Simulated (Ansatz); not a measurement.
# CdAgCl3 (model cell, started as cubic perovskite with Cd in the octahedra): a soft mode frozen in

Aim: this structure of CdAgCl3 (model cell, started as cubic perovskite with Cd in the octahedra) is to be tested for unstable modes, and one is followed downhill.

Method: DFT PBEsol, scalar-relativistic, plane waves, PAW, in Ansatz 0.2.0.

The structure was built from a prototype and need not be the compound's stable phase.

## (1) The structure

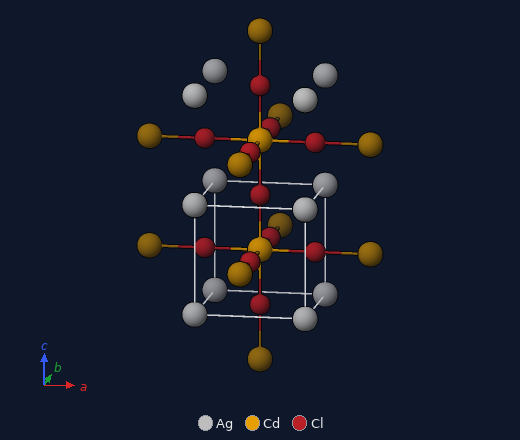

The cell as given, slightly off an axis (silver light grey, cadmium orange, chlorine red). 1×1×2 cells are drawn. Some periodic images of atoms are drawn too.

## (2) Phonons on a q mesh

The cell comes from relaxations at this level that are not shown. Stability and thermal properties need the whole zone. Linear response on a 2×2×2 q mesh gives force constants as far as a supercell of that size would, and the tensors from the zone-centre run are typed in so that the long-range dipole term is interpolated apart.

The input, input.yaml:

```yaml
crystal:
  lattice:
    - [5.0585249677, 0.0, 0.0]
    - [0.0, 5.0585249677, 0.0]
    - [0.0, 0.0, 5.0585249677]
  atoms:
    - { symbol: Ag, position: [0.0, 0.0, 0.0] }
    - { symbol: Cd, position: [0.5, 0.5, 0.5] }
    - { symbol: Cl, position: [0.5, 0.5, 0.0] }
    - { symbol: Cl, position: [0.5, 0.0, 0.5] }
    - { symbol: Cl, position: [0.0, 0.5, 0.5] }
kpoints:
  mp_grid: { grid: [6, 6, 6] }
hamiltonian:
  xc: pbesol
scf:
  occupations: { method: fixed }
output:
  eigenvalues: true
phonons:
  method: dfpt
  qmesh: [2, 2, 2]
  temperatures: { t_max: 1000, t_step: 50 }
  qpath:
    path:
      - [[0.0, 0.0, 0.0], [0.0, 0.5, 0.0], [0.5, 0.5, 0.0], [0.0, 0.0, 0.0], [0.5, 0.5, 0.5], [0.0, 0.5, 0.0]]
      - [[0.5, 0.5, 0.5], [0.5, 0.5, 0.0]]
    npoints: 10
  non_analytic_term:
    high_frequency_dielectric_tensor: [[4.1296, 0.0, 0.0], [0.0, 4.1296, 0.0], [0.0, 0.0, 4.1296]]
    born_effective_charges:
      - { species: Ag, tensor: [[1.745, 0.0, 0.0], [0.0, 1.745, 0.0], [0.0, 0.0, 1.745]] }
      - { species: Cd, tensor: [[2.5865, 0.0, 0.0], [0.0, 2.5865, 0.0], [0.0, 0.0, 2.5865]] }
      - { species: Cl, tensor: [[-1.1142, 0.0, 0.0], [0.0, -1.1142, 0.0], [0.0, 0.0, -2.1031]] }
      - { species: Cl, tensor: [[-1.1142, 0.0, 0.0], [0.0, -2.1031, 0.0], [0.0, 0.0, -1.1142]] }
      - { species: Cl, tensor: [[-2.1031, 0.0, 0.0], [0.0, -1.1142, 0.0], [0.0, 0.0, -1.1142]] }
    source: "zone-centre run at this cell"
```

Started as:

```sh
> ansatz run input.yaml --threads 8 --pin off --max-ram 14336MiB --backend cpu --events-out ev --progress --plain --runs-dir out
```

Numbers of over 12 decimals in the logs are rounded to 6 here.

What it wrote:

```text
Engine: ansatz 0.2.0, aarch64-unknown-linux-gnu
Pseudopotentials: kind: paw
Pseudopotential: Ag, paw, valence charge 19, recommended cutoff 420 eV (normal), Ag.paw.azcp
Pseudopotential: Cd, paw, valence charge 20, recommended cutoff 420 eV (normal), Cd.paw.azcp
Pseudopotential: Cl, paw, valence charge 7, recommended cutoff 420 eV (normal), Cl.paw.azcp
Functional definition: PBEsol
  exchange = pbesol_x
  correlation = pbesol_c
Crystal: 5 atoms, lattice volume = 129.441 Å³
Basis set: ecut = 420 eV, 2517 PW (Γ), exchange–correlation on 72×72×72 points (8 copies of the dense FFT grid, shifted against one another)
Bands: 36, of which v1, the nominal top of the filled ones, is band 30 counted from 1 (29 counted from 0)
Symmetry: 48 space group operations
k-points: 20 of 216
Non-local potential: Ag, projectors of the file, l = 0: 3, l = 1: 2, l = 2: 2, l = 3: 1
Non-local potential: Cd, projectors of the file, l = 0: 3, l = 1: 2, l = 2: 2, l = 3: 1
Non-local potential: Cl, projectors of the file, l = 0: 2, l = 1: 2, l = 2: 2
PAW form: soft (Blöchl's): semilocal exchange-correlation on the pseudo side does not see the compensation charge
PAW frozen core: Ag, regenerated for the run's functional, and the local potential with it (the file was generated under x = pbe(κ = 0.804, μ = 0.219515), c = pbe(β = 0.066725))
PAW frozen core: Cd, regenerated for the run's functional, and the local potential with it (the file was generated under x = pbe(κ = 0.804, μ = 0.219515), c = pbe(β = 0.066725))
PAW frozen core: Cl, regenerated for the run's functional, and the local potential with it (the file was generated under x = pbe(κ = 0.804, μ = 0.219515), c = pbe(β = 0.066725))
PAW one-centre angular grid: Ag, 590 points (default); XC on 64 Gauss nodes
PAW one-centre angular grid: Cd, 590 points (default); XC on 64 Gauss nodes
PAW one-centre angular grid: Cl, 110 points (default); XC on 64 Gauss nodes
Initial density: superposition of atomic densities (neutral atoms: chi_scale 0, normalization atom), corrected by the library's trained network
Initial wavefunctions: pseudopotential atomic-orbital guess
Functional: x = pbesol(κ = 0.804, μ = 0.123457), c = pbesol(β = 0.046)
SCF iter   1: F=—  HF=-18890.973292 eV  |F-HF|=—  |Δ(HF+E_count)|=         —  Δρ=5.07e-3  dr2=4.12e-2  ethr=1.77e-3  ⟨swp⟩=4.6  Hψ=2449  notcnv=0  defer=70
preconditioner: auto → Resta (q_TF=auto, 2.400 Å⁻¹)  ε∞=5.2  [insulator: Δε(μ)=1.115 eV  Ē_g=10.538 eV  n_scr=26 (ndim 8)  ℏωp=21.6 eV  f_vac=0.057  ε∞_Penn≈5.2]
SCF iter   2: F=—  HF=-18890.962724 eV  |F-HF|=—  |Δ(HF+E_count)|=   1.06e-2  Δρ=2.03e-3  dr2=7.20e-3  ethr=6.87e-5  ⟨swp⟩=2.0  Hψ=1144  notcnv=0  defer=76
SCF iter   3: F=—  HF=-18890.960871 eV  |F-HF|=—  |Δ(HF+E_count)|=   1.85e-3  Δρ=5.99e-4  dr2=6.78e-4  ethr=1.20e-5  ⟨swp⟩=2.0  Hψ=1145  notcnv=0  defer=76
SCF iter   4: F=—  HF=-18890.960815 eV  |F-HF|=—  |Δ(HF+E_count)|=   5.66e-5  Δρ=2.35e-4  dr2=8.32e-5  ethr=1.13e-6  ⟨swp⟩=2.0  Hψ=889  notcnv=0  defer=62
SCF iter   5: F=—  HF=-18890.960830 eV  |F-HF|=—  |Δ(HF+E_count)|=   1.55e-5  Δρ=4.69e-5  dr2=2.88e-6  ethr=1.39e-7  ⟨swp⟩=2.0  Hψ=1070  notcnv=0  defer=29
SCF iter   6: F=—  HF=-18890.960849 eV  |F-HF|=—  |Δ(HF+E_count)|=   1.82e-5  Δρ=2.09e-5  dr2=4.89e-7  ethr=4.80e-9  ⟨swp⟩=2.0  Hψ=1218  notcnv=0  defer=26
SCF iter   7: F=—  HF=-18890.960848 eV  |F-HF|=—  |Δ(HF+E_count)|=   6.48e-8  Δρ=4.54e-6  dr2=2.99e-8  ethr=8.15e-10  ⟨swp⟩=2.1  Hψ=1177  notcnv=0  defer=26
SCF iter   8: F=—  HF=-18890.960848 eV  |F-HF|=—  |Δ(HF+E_count)|=   1.69e-8  Δρ=1.01e-6  dr2=1.02e-9  ethr=4.98e-11  ⟨swp⟩=2.0  Hψ=1094  notcnv=0  defer=26
SCF iter   9: F=—  HF=-18890.960848 eV  |F-HF|=—  |Δ(HF+E_count)|=  9.24e-10  Δρ=2.46e-7  dr2=7.32e-11  ethr=1.70e-12  ⟨swp⟩=2.0  Hψ=1029  notcnv=0  defer=26
SCF iter  10: F=-18890.960848 eV  HF=-18890.960848 eV  |F-HF|=3.64e-12  |Δ(HF+E_count)|=  8.37e-11  Δρ=4.98e-8  dr2=4.28e-12  ethr=1.00e-12  ⟨swp⟩=12.2  Hψ=3836  notcnv=0
SCF 1 converged in 10 iterations: F = -18890.960848 eV  dr2 = 4.28e-12
  greatest PAW one-centre occupation: 1.000 electrons in one spin orbital (limit 2), on the Ag atom at site 0 (counted from 0), in its partial waves of l = 0
NSCF: frozen V_eff on 20 k-points
NSCF: frozen V_eff on 64 k-points
DFPT response loops at q = (0, 0, 0) (fractional): preconditioner auto → Resta (q_TF=auto, 2.400 Å⁻¹)  ε∞=7.3 (no band partly filled); β = 1.00, the filter's whole step (`scf.mixing.beta` (0.50) is not read by the response loops at its default; to damp them type it under 1.00, their step now; it binds the ground state too); Broyden in place of MSR1
NSCF: frozen V_eff on 128 k-points
DFPT response loops at q = (0, 0, -0.5) (fractional): mixed as the last ones told, above
NSCF: frozen V_eff on 128 k-points
DFPT response loops at q = (0, -0.5, -0.5) (fractional): mixed as the last ones told, above
NSCF: frozen V_eff on 128 k-points
DFPT response loops at q = (-0.5, -0.5, -0.5) (fractional): mixed as the last ones told, above
SCF converged after 10 iterations
Free energy (F): -18890.960848 eV
Harris-Foulkes:  -18890.960848 eV  (|F-HF|=3.64e-12)
Internal energy: -18890.960848 eV  (E = F + TS)
E sigma→0 (E₀):  -18890.960848 eV
Fermi energy:    4.457435 eV
--- Per-component energies (eV) ---
  E_band       = -1006.738683
  E_kinetic    = 1514.097642
  E_local      = -8257.483140  (includes V_loc(G=0)·N_el)
  E_nonlocal   = 214.090261
  E_hartree    = 3643.578405
  E_xc         = -671.265440
  E_vxc        = -811.677792  (∫ρ·V_xc dr)
  E_paw        = -9780.526086  (= ΣΔE_a)
  E_vpaw       = -952.923068  (= ΣTr[D̂ρ^β])
  E_aug_tail   = 0.000598  (compensation charges beyond the density's cutoff)
  E_ewald      = -5554.353083
  E_core_change = 0.899995  (= ΣΔE_core)
  E_smearing   = -0.000000  (= −TS)
  E_closure    = 0.000000  (closes the sum)
  Σ components = -18890.960848   (vs F -18890.960848, Δ=0.00e0)
--- Band table (eV; the first three rows and the last of 20) ---
  k-point 0: bands = [... 26 lower, 3.2720, 3.3914, 3.3914, 3.3914, 5.5780, 6.3164, 12.5729, 12.5729, ... 2 higher]
  k-point 1: bands = [... 26 lower, 3.2675, 3.3085, 3.4050, 3.4050, 5.9409, 6.8926, 11.4883, 12.3735, ... 2 higher]
  k-point 2: bands = [... 26 lower, 3.1580, 3.3689, 3.5063, 3.5063, 6.6668, 8.2456, 10.2265, 11.8653, ... 2 higher]
  k-point 19: bands = [... 26 lower, 3.9810, 3.9810, 4.4574, 4.4574, 6.0540, 10.7709, 10.7709, 10.7709, ... 2 higher]
--- Phonons (Γ-DFPT): 4 representative perturbations + reference (Σ response iterations 12) ---
  ASR residual: 4.514e-5 → 0.000e0 eV/Å²; symmetrization residual: 1.368e-5 eV/Å²
  ASR residual per site (eV/Å²): 4.12e-5 4.51e-5 1.80e-5 1.80e-5 1.80e-5
  Γ frequencies (cm⁻¹): -94.62 -94.62 -94.62 -86.85 -86.85 -86.85 0.00 0.00 0.00 51.13 51.13 51.13 292.66 292.66 292.66
--- Phonons (arbitrary-q DFPT): 4 irreducible q on the 2×2×2 mesh ---
  q = [0.0000, 0.0000, 0.0000] (star 1, of the zone-centre solve; hermiticity 2.93e-6, symmetrization 4.27e-12): -94.62 -94.62 -94.62 -86.85 -86.85 -86.85 -0.00 -0.00 0.00 51.13 51.13 51.13 292.66 292.66 292.66
  q = [0.0000, 0.0000, -0.5000] (star 3, 9 solved perturbations in 504 linear systems a pass and spin channel, the states on 64 of 216 k-point pairs; hermiticity 2.47e-6, symmetrization 4.14e-12): -86.84 -86.84 -81.79 -79.87 -79.87 -28.81 16.98 16.98 46.81 46.81 69.36 145.88 288.47 292.50 292.50
  q = [0.0000, -0.5000, -0.5000] (star 3, 9 solved perturbations in 504 linear systems a pass and spin channel, the states on 64 of 216 k-point pairs; hermiticity 5.69e-6, symmetrization 9.85e-13): -125.82 -89.39 -89.39 -68.00 -68.00 -55.24 53.14 55.16 55.16 93.82 145.77 145.77 198.83 292.75 315.49
  q = [-0.5000, -0.5000, -0.5000] (star 1, 4 solved perturbations in 184 linear systems a pass and spin channel, the states on 64 of 216 k-point pairs; hermiticity 1.36e-6, symmetrization 6.11e-12): -126.08 -126.08 -126.08 -79.24 -79.24 -79.24 99.06 99.06 99.06 145.80 145.80 145.80 198.13 198.13 336.03
  sum rule: each row above includes the acoustic sum rule's correction from the zone centre's row sums; it moved no ω² by more than (0.37 cm⁻¹)²
  mesh force constants: q→R imaginary residual 4.13e-18; ASR residual 4.514e-5 → 0.000e0 eV/Å²; symmetrization residual 7.994e-15 eV/Å²
  interpolated dispersion: 63 rows × 15 modes
  density of states and harmonic sums: on the 12×12×12 q-mesh, interpolated from the force constants of a 2×2×2 supercell (with the dipole–dipole term of supplied tensors)
  largest difference from the sums on the solved wave vectors: F 7.91e-3 eV, S 3.50e-5 and C_V 2.55e-5 eV/K
  zero-point energy: 0.081868 eV/cell   skipped modes (ω ≤ 0): 514, of them read as no rigid motion or as one in doubt: 511 (6.076e0 modes/cell left out, lowest -126.08 cm⁻¹)   left out of the sums: 4.05e-1 of the cell's modes: C_V's classical limit lies that fraction below 3 k_B per atom; for a crystal, a wire or a layer, F and S can be off by more, and a phonons.interpolated_qmesh denser along its periods is the remedy for the sampling
```

It took 69 s on 8 threads of Arm Neoverse V2, shared host; peak memory 1.2 GiB; 8.7 min of CPU time.

In the SCF lines HF is the Harris–Foulkes energy and dr2 the Hartree energy of the density residual, in eV; the loop may stop once dr2 is under the threshold and the program's other checks hold. Hψ counts applications of the Hamiltonian.

Numbers from this step:

```
gap on the k-mesh                                       : 1.121 eV
volume per atom                                         : 25.89 Å³
sum-rule residual before enforcement                    : 4.51e-5 eV/Å²
lowest frequency on the path                            : -126.1 cm⁻¹
point group                                             : m-3m
highest frequency on the path or at a solved wavevector : 336.0 cm⁻¹
highest optical mode at the zone centre (no LO-TO term) : 292.7 cm⁻¹
lowest optical zone-centre mode                         : -94.62 cm⁻¹
lowest mode on the q mesh (acoustic modes at Γ apart)   : -126.1 cm⁻¹
```

Frequencies (cm⁻¹) solved at each irreducible wavevector; negative means imaginary. Frequencies by wavevector, by row:

```csv
q in reciprocal lattice units,star,mode 1,mode 2,mode 3,mode 4,mode 13,mode 14,mode 15
0 0 0,1,-94.6,-94.6,-94.6,-86.8,292.7,292.7,292.7
0 0 -0.5,3,-86.8,-86.8,-81.8,-79.9,288.5,292.5,292.5
0 -0.5 -0.5,3,-125.8,-89.4,-89.4,-68,198.8,292.8,315.5
-0.5 -0.5 -0.5,1,-126.1,-126.1,-126.1,-79.2,198.1,198.1,336
```

Interpolated from a 2×2×2 q mesh, with the LO-TO term (at Γ the limit along the path; where Γ stands inside the path, tables give the limit on arrival). The phonon branches at the labelled points (cm⁻¹):

```csv
point,branch 1,branch 2,branch 3,branch 4,branch 12,branch 13,branch 14,branch 15
Γ,-95,-95,-87,-87,85,293,293,316
X,-87,-87,-82,-80,146,288,292,292
M,-126,-89,-89,-68,146,199,293,316
Γ,-95,-95,-87,-87,85,293,293,316
R,-126,-126,-126,-79,146,198,198,336
X,-87,-87,-82,-80,146,288,292,292
jump to R,-126,-126,-126,-79,146,198,198,336
M,-126,-89,-89,-68,146,199,293,316
```

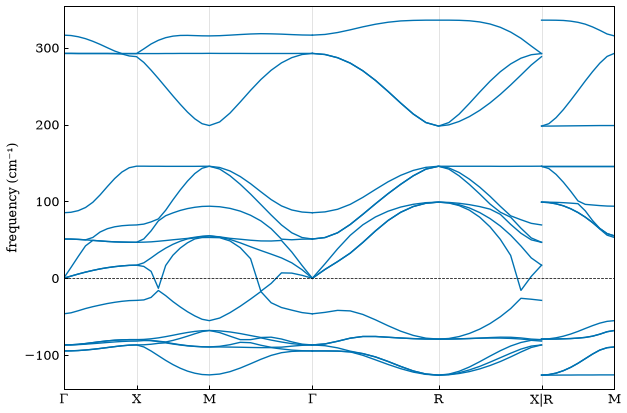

Phonon branches along the path.

Symmetry leaves 4 wavevectors to solve. The lowest mode among them, the acoustic zeros apart, lies at q = (-0.5, -0.5, -0.5) and is imaginary, 126.1i cm⁻¹, so the energy falls along it.

## (3) The mode frozen in, largest atomic shift 0 Å

The mode followed lies at q = (-0.5, -0.5, -0.5) with frequency 126.1i cm⁻¹ and is 3-fold degenerate, the softest among the wavevectors solved. At small amplitude the distorted cell has space group no. 140 by a symmetry search on the positions. The undistorted cell that holds it gives the zero of energy on the same k mesh.

System of this step: CdAgCl3 (model cell, started as cubic perovskite with Cd in the octahedra). The structure is cubic, space group Pm-3m (No. 221). The conventional cell has a = 5.059 Å, b = 5.059 Å, c = 5.059 Å, α = 90.00°, β = 90.00°, γ = 90.00°. Ag has 12 Cl at 3.58 Å nearest. Nearest to Cd lie 6 Cl at 2.53 Å. Cl has 2 Cd at 2.53 Å nearest. Farther neighbours and most contacts between anions are not listed.

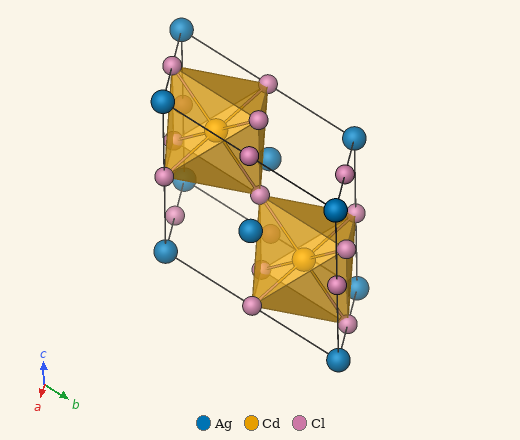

The cell of this step (silver blue, cadmium orange, chlorine pink). Bonds to atoms that aren't drawn are left out. Some periodic images of atoms are drawn too.

The input, input.yaml:

```yaml
crystal:
  lattice:
    - [5.0585249677, 5.0585249677, 0.0]
    - [5.0585249677, 0.0, 5.0585249677]
    - [5.0585249677, 0.0, -5.0585249677]
  atoms:
    - { symbol: Ag, position: [0.0, 0.0, 0.0] }
    - { symbol: Ag, position: [0.0, 0.5, 0.5] }
    - { symbol: Cd, position: [0.5, 0.25, 0.75] }
    - { symbol: Cd, position: [0.5, 0.75, 0.25] }
    - { symbol: Cl, position: [0.5, 0.0, 0.0] }
    - { symbol: Cl, position: [0.5, 0.5, 0.5] }
    - { symbol: Cl, position: [0.0, 0.5, 0.0] }
    - { symbol: Cl, position: [0.0, 0.0, 0.5] }
    - { symbol: Cl, position: [0.5, 0.0, 0.5] }
    - { symbol: Cl, position: [0.5, 0.5, 1.0] }
kpoints:
  mp_grid: { grid: [6, 6, 6] }
hamiltonian:
  xc: pbesol
scf:
  occupations: { method: gaussian, width: 0.02 }
output:
  forces: true
  stress: true
  eigenvalues: true
```

What it wrote:

```text
[...]
Crystal: 10 atoms, lattice volume = 258.882 Å³
Basis set: ecut = 420 eV, 5029 PW (Γ), exchange–correlation on 96×96×96 points (8 copies of the dense FFT grid, shifted against one another)
Bands: 72, of which v1, the nominal top of the filled ones, is band 60 counted from 1 (59 counted from 0)
Symmetry: 96 space group operations
[...]
k-points: 16 of 216
[...]
k-point 0: bands = [... 56 lower, 3.9809, 3.9809, 4.4573, 4.4573, 5.5781, 6.0540, 6.3164, 10.7708, ... 5 higher]
  k-point 1: bands = [... 56 lower, 3.8938, 3.9271, 4.2563, 4.2563, 5.8596, 6.2392, 6.7339, 10.4650, ... 5 higher]
  k-point 2: bands = [... 56 lower, 3.6098, 3.7857, 3.9979, 3.9979, 6.4329, 6.6590, 7.6820, 9.7459, ... 5 higher]
  k-point 15: bands = [... 56 lower, 3.5720, 3.5777, 3.8854, 4.1033, 7.1611, 7.1879, 9.4287, 9.8618, ... 5 higher]
[key lines of the parts left out:]
SCF converged after 7 iterations
Free energy (F): -37781.921723 eV
Fermi energy:    5.017822 eV
P = ⅓ Tr σ = -0.0085 GPa (-0.085 kbar)
```

It took 1.8 s on 8 threads; peak memory 1.1 GiB.

Numbers from this step:

* pressure: -0.008544 GPa
* energy from the undistorted cell: 0 meV/atom

At this level the gap is 1.12 eV on the k-mesh of the self-consistent run, which can miss the band edges.

## (4) The mode frozen in, largest atomic shift 0.6 Å

The atoms are moved along the unstable eigenvector, the largest shift by 0.6 Å, with the cell fixed.

Edit input.yaml of step 3 so:

```diff
@@ -10,8 +10,8 @@
     - { symbol: Cd, position: [0.5, 0.75, 0.25] }
-    - { symbol: Cl, position: [0.5, 0.0, 0.0] }
-    - { symbol: Cl, position: [0.5, 0.5, 0.5] }
+    - { symbol: Cl, position: [0.5, -0.0593058257, -0.0593058257] }
+    - { symbol: Cl, position: [0.5, 0.5593058257, 0.5593058257] }
     - { symbol: Cl, position: [0.0, 0.5, 0.0] }
     - { symbol: Cl, position: [0.0, 0.0, 0.5] }
-    - { symbol: Cl, position: [0.5, 0.0, 0.5] }
-    - { symbol: Cl, position: [0.5, 0.5, 1.0] }
+    - { symbol: Cl, position: [0.5, 0.0593058257, 0.4406941743] }
+    - { symbol: Cl, position: [0.5, 0.4406941743, 1.0593058257] }
 kpoints:
```

What it wrote:

```text
[...]
Crystal: 10 atoms, lattice volume = 258.882 Å³
Basis set: ecut = 420 eV, 5029 PW (Γ), exchange–correlation on 96×96×96 points (8 copies of the dense FFT grid, shifted against one another)
Bands: 72, of which v1, the nominal top of the filled ones, is band 60 counted from 1 (59 counted from 0)
Symmetry: 16 space group operations
[...]
k-points: 30 of 216
[...]
k-point 0: bands = [... 56 lower, 3.9009, 3.9009, 3.9919, 4.2397, 5.8191, 6.7682, 6.8596, 10.7113, ... 5 higher]
  k-point 1: bands = [... 56 lower, 3.8334, 3.8479, 3.8884, 4.0666, 6.2103, 6.9411, 6.9677, 10.3463, ... 5 higher]
  k-point 2: bands = [... 56 lower, 3.5860, 3.6035, 3.7631, 3.8819, 6.8785, 7.2203, 7.5443, 9.4857, ... 5 higher]
  k-point 29: bands = [... 56 lower, 3.5791, 3.5917, 3.5917, 3.9624, 7.4037, 7.5807, 9.0710, 10.1127, ... 5 higher]
[key lines of the parts left out:]
SCF converged after 7 iterations
Free energy (F): -37782.988860 eV
Fermi energy:    5.029404 eV
P = ⅓ Tr σ = -2.0093 GPa (-20.093 kbar)
```

It took 3 s on 8 threads; peak memory 1.2 GiB; 22 s of CPU time.

This step gave:

| Property | Result |
| --- | --- |
| pressure | -2.009 GPa |
| gap on the k-mesh | 1.579 eV |
| energy from the undistorted cell | -106.7 meV/atom |

The energy, extrapolated to zero smearing, is -106.71 meV/atom against the undistorted cell.

The run ends at a pressure of -2.01 GPa, with forces up to 0.61 eV/Å.

## (5) Energy along the mode, all amplitudes (two of the runs are shown above)

An imaginary frequency means negative curvature, so the energy should fall and then rise again as anharmonic terms take over.

Numbers from this step:

```
depth at the lowest point sampled  : 106.7 meV/atom
largest atomic shift at that point : 0.6 Å
```

The energy from the parent by largest atomic shift:

```csv
largest atomic shift (Å),energy from the parent (meV/atom)
0.000,0
0.040,-0.662
0.080,-2.63
0.140,-7.95
0.220,-19.1
0.320,-38.2
0.450,-68.9
0.600,-107
```

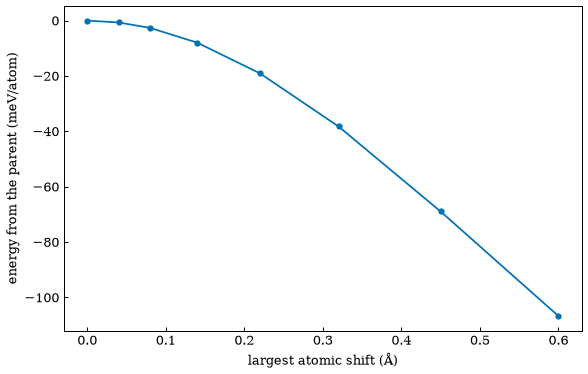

Energy from the parent against largest atomic shift.

Displacement at unit largest shift by atom:

```csv
atom,x (Å),y (Å),z (Å),size
Ag1,0.00,0.00,0.00,0.00
Ag2,0.00,0.00,0.00,0.00
Cd3,0.00,0.00,0.00,0.00
Cd4,0.00,0.00,0.00,0.00
Cl5,-1.00,0.00,0.00,1.00
Cl6,1.00,0.00,0.00,1.00
Cl7,0.00,0.00,0.00,0.00
Cl8,0.00,0.00,0.00,0.00
Cl9,0.00,0.00,1.00,1.00
Cl10,0.00,0.00,-1.00,1.00
```

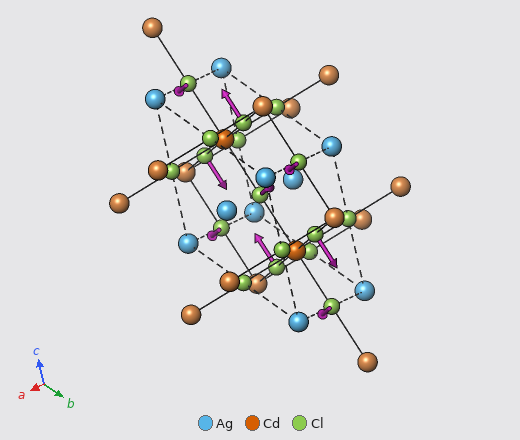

Displacement at unit largest shift as arrows, the longest 1 Å. Some periodic images of atoms are drawn too.

The lowest of the steps tried is the last one, at 0.6 Å, 107 meV/atom below the parent; the bottom of the well need not coincide with a step.

(Part 1 of 3 ends here.)

[Logs are printed without paths, hosts, clocks, repeated set-up lines and the standing remarks that a program may print on its own settings, such as how far it seeks lower states.]

[Hosts, paths, dates, database ids (printed as entryN), source tags and the programs' standing remarks are cut or masked in the printed files.]
